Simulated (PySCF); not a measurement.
**Run report: C$_{7}$H$_{10}$Si, NMR shielding calculation**

- system: C$_{7}$H$_{10}$Si
- method: GIAO PBE0/pcSseg-1 NMR shielding, non-relativistic, gas phase (PySCF 2.14.0)

The geometry comes from this level: GFN2-xTB. Figures and captions count atoms from 1; the log counts them from 0 in places.

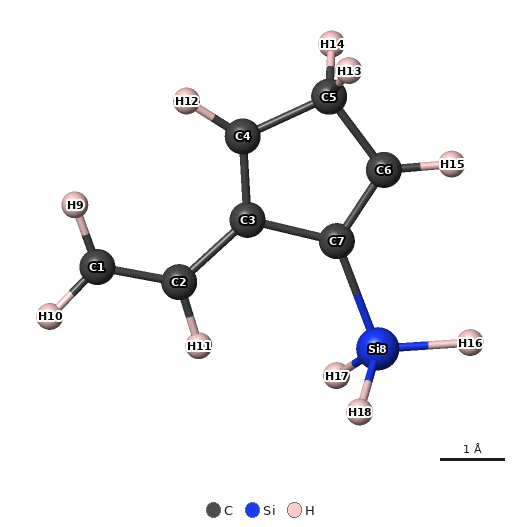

**Figure 1.** The structure as given in the input (ball-and-stick view, seen at a tilt; atoms are numbered from 1 in the order of the input).

## Summary

- outcome: converged
- total energy: −561.691552 hartree
- HOMO: −6.19 eV
- LUMO: −1.25 eV
- dipole moment: 1.26 D
- isotropic shielding, C: 30.1 to 138.9 ppm
- isotropic shielding, Si: 433.3 ppm
- isotropic shielding, H: 24.6 to 28.4 ppm
- hardware: 1 CPU thread, shared host
- wall time: 15 s
- peak memory: 0.88 GiB

## The input
```
{"job": {"xc": "PBE0", "basis": "pcSseg-1", "kind": "nmr", "pop": false}, "charge": 0, "multiplicity": 1}
C     -1.645017    -2.349606     0.434509
C     -0.531054    -1.635554     0.318340
C     -0.465642    -0.217192     0.029306
C     -1.483486     0.644953    -0.179235
C     -0.950623     2.010743    -0.443417
C      0.522799     1.798382    -0.354680
C      0.804576     0.511951    -0.081449
Si     2.516265    -0.225988     0.122989
H     -2.621266    -1.910688     0.317516
H     -1.620474    -3.403724     0.651742
H      0.429036    -2.120877     0.443823
H     -2.535654     0.427875    -0.167371
H     -1.303883     2.737556     0.293150
H     -1.251565     2.384774    -1.425794
H      1.233373     2.593265    -0.495663
H      3.504229     0.838013    -0.063498
H      2.730963    -1.277362    -0.877737
H      2.658665    -0.800202     1.465814
```

The first line tells a small driver script what to run in PySCF; the rest is the geometry in Å.

Run as:
```bash
OMP_NUM_THREADS=1 python <driver script> task.json out
```

## What the program printed
```
coarse grid: 15432 points
cycle   1  E = -561.5964585585  dE =  1.110e+00  |g| = 4.073e-01  |ddm| = 4.062e+00
cycle   2  E = -561.5912661440  dE =  5.192e-03  |g| = 4.376e-01  |ddm| = 1.004e+00
cycle   3  E = -561.6425765663  dE = -5.131e-02  |g| = 6.379e-02  |ddm| = 5.694e-01
cycle   4  E = -561.6431345620  dE = -5.580e-04  |g| = 4.309e-02  |ddm| = 1.024e-01
cycle   5  E = -561.6435796801  dE = -4.451e-04  |g| = 1.111e-02  |ddm| = 5.025e-02
cycle   6  E = -561.6436105218  dE = -3.084e-05  |g| = 2.411e-03  |ddm| = 1.248e-02
cycle   7  E = -561.6436119692  dE = -1.447e-06  |g| = 2.703e-04  |ddm| = 2.629e-03
final grid: 144104 points
cycle   8  E = -561.6915376108  dE = -3.420e-05  |g| = 7.129e-03  |ddm| = 4.325e-02
cycle   9  E = -561.6915340438  dE =  3.567e-06  |g| = 8.043e-03  |ddm| = 1.739e-02
cycle  10  E = -561.6915515667  dE = -1.752e-05  |g| = 1.100e-03  |ddm| = 9.992e-03
cycle  11  E = -561.6915518332  dE = -2.665e-07  |g| = 3.830e-04  |ddm| = 1.331e-03
cycle  12  E = -561.6915518680  dE = -3.480e-08  |g| = 1.051e-04  |ddm| = 4.431e-04
cycle  13  E = -561.6915518707  dE = -2.659e-09  |g| = 3.050e-05  |ddm| = 1.306e-04
cycle  14  E = -561.6915518709  dE = -2.196e-10  |g| = 1.219e-05  |ddm| = 3.755e-05
```

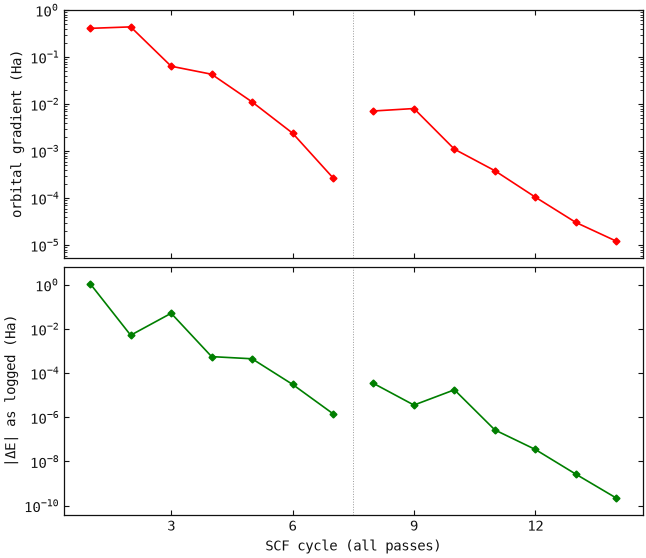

**Figure 2.** Convergence of the self-consistent field: orbital gradient and size of the energy change against the SCF cycle. The dotted line marks the change from a coarse to the final integration grid. The first 7 cycles use a coarse grid, the final grid takes over at cycle 8, and the field converges after 14 cycles in all.

```
converged SCF energy = -561.6915518709

GIAO shielding tensors (ppm)
atom      isotropic    diamagn.    paramagn.     s11        s22        s33       span
  0 C       65.355     253.821    -188.466    -47.930     75.620    168.376    216.306
  1 C       48.680     252.751    -204.071    -70.126     59.856    156.311    226.437
  2 C       33.625     257.759    -224.135    -64.855     36.620    129.109    193.964
  3 C       53.009     253.654    -200.645    -43.201     45.385    156.842    200.044
  4 C      138.890     254.392    -115.502    127.029    137.982    151.658     24.629
  5 C       30.107     255.058    -224.951    -84.348     33.019    141.649    225.997
  6 C       41.820     255.327    -213.507    -58.028     35.826    147.663    205.692
  7 Si     433.347     881.409    -448.062    401.921    433.441    464.678     62.757
  8 H       25.473      32.567      -7.094     23.256     23.612     29.552      6.296
  9 H       26.095      28.285      -2.189     23.663     24.872     29.752      6.089
 10 H       24.906      32.734      -7.828     21.879     22.503     30.338      8.459
 11 H       24.630      34.651     -10.021     22.517     24.021     27.351      4.834
 12 H       28.439      29.598      -1.158     24.018     26.540     34.760     10.742
 13 H       28.438      29.596      -1.158     24.017     26.541     34.756     10.738
 14 H       24.622      32.662      -8.039     23.150     23.332     27.386      4.236
 15 H       27.430      28.969      -1.539     23.735     26.443     32.113      8.379
 16 H       27.288      29.337      -2.049     23.986     25.756     32.122      8.136
 17 H       27.287      29.336      -2.048     23.982     25.761     32.119      8.138
```

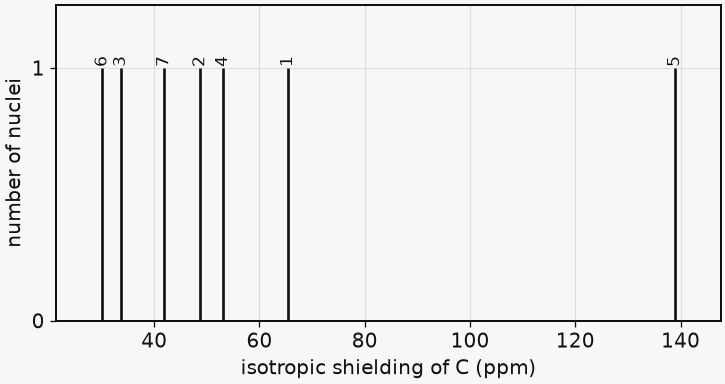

**Figure 3.** Isotropic shieldings of the carbon nuclei in this fixed geometry, labelled by atom number; shielding grows to the right, so chemical shift grows to the left. The least shielded is C6 (30.1 ppm), the most shielded C5 (138.9 ppm).
